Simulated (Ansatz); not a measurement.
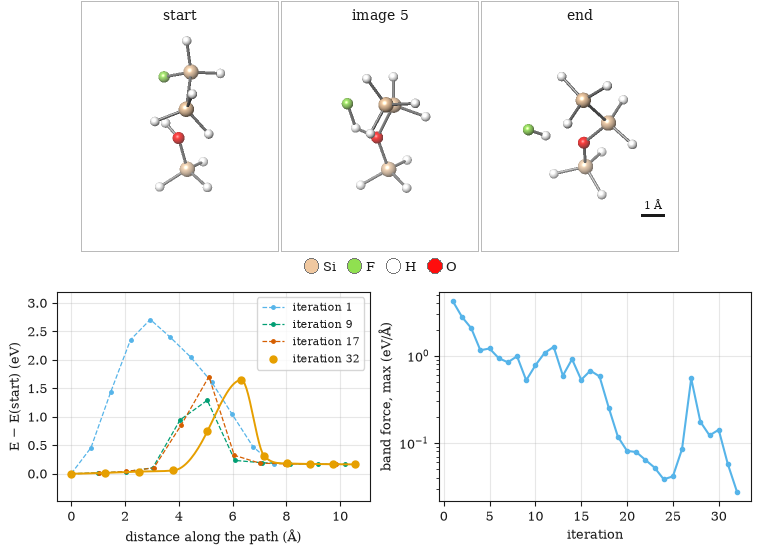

NEB run on Si$_{3}$H$_{9}$OF. Images are numbered from 0 (start) to 10 (end). The plot follows the band through its iterations. The picture is a ball-and-stick view, seen from a free direction.

Method: Ansatz 0.2.0, RHF/def2-SVP. Settings: 9 movable images; climbing image; force threshold 0.05 eV/Å; iteration limit 60; starting path through a guess of the saddle point.

### Did the band converge, and can the barrier be trusted?

The result is final at these settings. The band converged in 32 iterations. The largest component of the band force went from 4.2 to 0.027 eV/Å. The climbing image converged on the top of the path. Its vibrational analysis gives one imaginary mode (755i cm⁻¹), as a transition state must have. The first iteration put the highest image at 2.71 eV. The highest point, image 5, lies 1.65 eV above the start and 1.48 eV above the end; the end is at +0.16 eV relative to the start.

The run took 8.9 min on 2 threads of Arm Neoverse V1, on a shared host, peak memory 0.31 GiB.
